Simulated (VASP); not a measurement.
Band structure of DyS$_{2}$ (space group P4/nmm). These are PBEsol GGA, VASP's PBE PAW potentials (set 64) (plane waves; VASP 6.6.1) values and carry that method's errors.

The 4f electrons are frozen in the core of the lanthanide potential, so 4f levels, which can set the real gap, and their magnetism are missing.

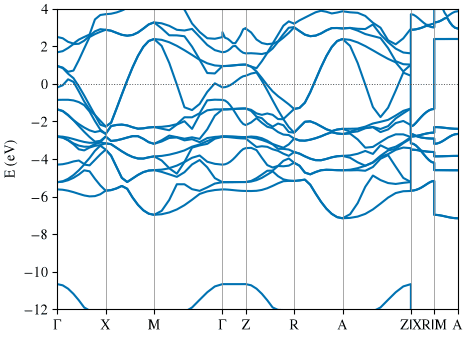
Fig. 1. Bands along high-symmetry lines, zero at the valence-band maximum or, without a gap, the Fermi level

**Question.** Read the plot: is there a gap, and where are the band edges?

**Answer.** It has no gap at this level: it comes out as a metal or semimetal. (Edges off the drawn lines would not show.)

The structure comes from a computed database's DyS2 entry (P4/nmm); how it stands against other phases isn't given here. It was relaxed first.
